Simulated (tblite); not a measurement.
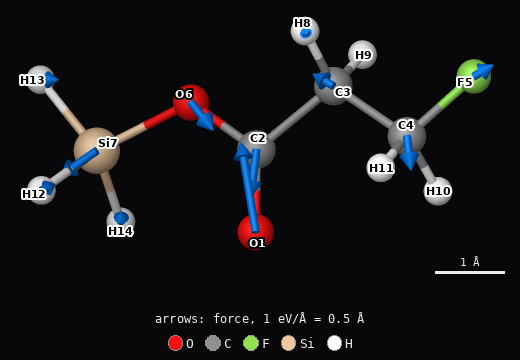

Starting geometry of C$_{3}$H$_{7}$FO$_{2}$Si with the computed forces as blue arrows. Style: ball-and-stick. Shown from a free direction.

All numbers below come from GFN2-xTB geometry optimisation, gas phase (tblite 0.8.0). 

What follows when this structure is relaxed?

Answer. It isn't relaxed: the largest force vector, on O1, is 2.80 eV/Å. The final displacements follow the starting forces only in part (cosine between the two patterns 0.37). After 28 geometry steps the energy has fallen by 20.2 kJ/mol. The largest move after the best rigid fit is that of H13, 0.21 Å. Largest moves by element: H 0.21 Å, O 0.09 Å, Si 0.07 Å, C 0.04 Å, F 0.03 Å. Some distances before and after: Si7–H12 1.489 → 1.457 Å, O1–C2 1.232 → 1.202 Å, C2–O6 1.350 → 1.321 Å, C3–C4 1.493 → 1.522 Å. Bond angles that change, for instance: O6–Si7–H13 109.1° → 97.3°, H12–Si7–H13 107.7° → 114.3°, O1–C2–O6 126.4° → 123.0°. Cost: 0.29 s on 1 thread of Intel(R) Xeon(R) Processor @ 2.50GHz, on a shared host.
